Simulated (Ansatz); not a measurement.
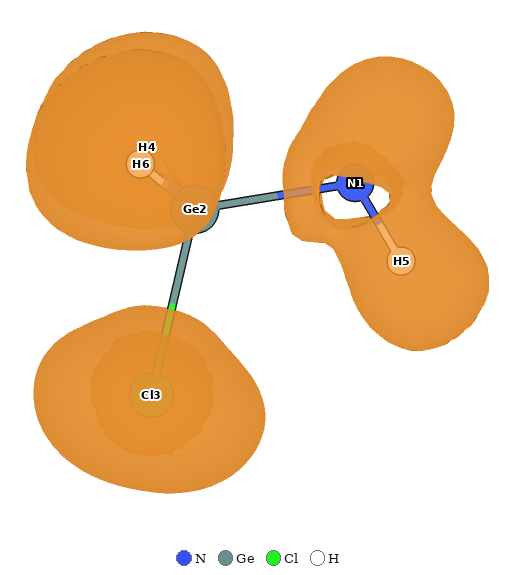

The picture shows: ClGeH₃N (doublet). Isosurface of the ELF at 0.75 (orange), seen across its widest extent. Core shells and regions of very low density are left out.

The calculation used UKS PBE0/def2-SVP in Ansatz.

```xyz
6

N    -0.6613    0.3799   -0.9178
Ge   -0.0234   -0.0720    0.7571
Cl    0.9874   -1.9961    0.7711
H    -1.2218   -0.1710    1.7097
H    -0.4484   -0.3591   -1.6041
H     0.9984    0.9914    1.1792
```

What do the ELF domains correspond to?

Answer. The surface consists of two regions around hydrogen nuclei, one region wrapped around Cl (its valence shell) and one joined region spread over several atoms (H, N), in which their bonds and any lone pairs are merged.

Values along the shortest contacts:
Ge–N (1.85 Å): the ELF peaks at about 0.90 in the valence shell of N, 0.6 Å from its nucleus, and is about 0.50 at the midpoint. Ge–Cl (2.17 Å): the ELF peaks at about 0.85 in the valence shell of Cl, 0.8 Å from its nucleus, and is about 0.65 at the midpoint.
